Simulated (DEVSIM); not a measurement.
Device: abrupt Si p-n junction, at 400 K.

| layer (left to right) | material | thickness (μm) | Nd (cm⁻³) | Na (cm⁻³) | τn (s) | τp (s) |
|---|---|---|---|---|---|---|
| 1 | Si | 1.10 | - | 1.1e15 | 4e-6 | 4e-6 |
| 2 | Si | 33.0 | 5e17 | - | 4e-6 | 1.2e-6 |

Left contact: ohmic. Right contact: ohmic. Voltage is applied to the left contact. Recombination: SRH at mid-gap. Mobility is constant in doping.

Constants are typed, rounded textbook-type inputs, not results; the design itself was drawn at random and stands for no fabricated device. Values at 300 K; Nc and Nv go as T^1.5, mobilities as T to minus their exponent, the gap by Varshni's rule with the affinity fixed.

| parameter | Si |
|---|---|
| gap (eV) | 1.124 |
| affinity (eV) | 4.05 |
| permittivity | 11.7 |
| Nc (cm⁻³) | 2.86e19 |
| Nv (cm⁻³) | 3.1e19 |
| μn (cm²/Vs) | 1417 |
| μp (cm²/Vs) | 470 |
| T exponent of μn | 2.3 |
| T exponent of μp | 2.2 |
| Varshni α (eV/K) | 0.000473 |
| Varshni β (K) | 636 |

DEVSIM, 1D drift-diffusion, Boltzmann statistics, complete ionisation; no tunnelling, impact ionisation, image-force lowering or self-heating.

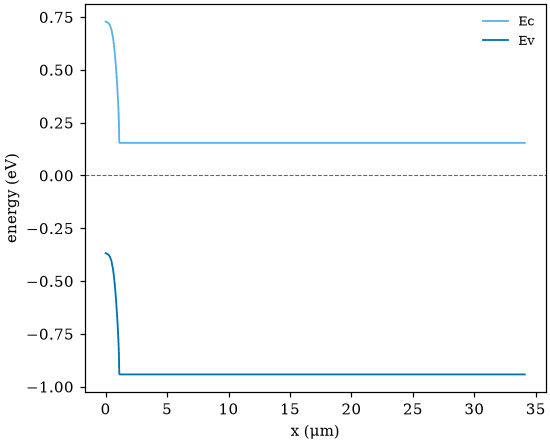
Figure: Band edges at zero bias

Energies count from the Fermi level of the right contact; mesh points crowd at the junctions.

```csv
x (μm),Ec (eV),Ev (eV),n (cm⁻³),p (cm⁻³),field (V/cm)
0.000,0.728,-0.368,2.9e10,1.1e15,-220
0.03189,0.728,-0.369,3.0e10,1.1e15,-220
0.1042,0.726,-0.371,3.1e10,1.0e15,-280
0.2683,0.719,-0.378,3.9e10,8.3e14,-680
0.7358,0.586,-0.510,1.8e12,1.8e13,-6100
0.9535,0.413,-0.683,2.7e14,1.2e11,-9900
1.050,0.303,-0.793,6.7e15,4.8e9,-14000
1.100,0.190,-0.906,1.8e17,1.8e8,-45000
1.130,0.155,-0.942,4.9e17,6.5e7,-680
1.204,0.154,-0.942,5.0e17,6.4e7,≈ 0
1.377,0.154,-0.942,5.0e17,6.4e7,≈ 0
2.057,0.154,-0.942,5.0e17,6.4e7,≈ 0
3.386,0.154,-0.942,5.0e17,6.4e7,≈ 0
6.512,0.154,-0.942,5.0e17,6.4e7,≈ 0
17.60,0.154,-0.942,5.0e17,6.4e7,≈ 0
27.10,0.154,-0.942,5.0e17,6.4e7,≈ 0
31.14,0.154,-0.942,5.0e17,6.4e7,≈ 0
32.86,0.154,-0.942,5.0e17,6.4e7,≈ 0
33.72,0.154,-0.942,5.0e17,6.4e7,≈ 0
33.95,0.154,-0.942,5.0e17,6.4e7,≈ 0
34.05,0.154,-0.942,5.0e17,6.4e7,≈ 0
34.10,0.154,-0.942,5.0e17,6.4e7,≈ 0
```
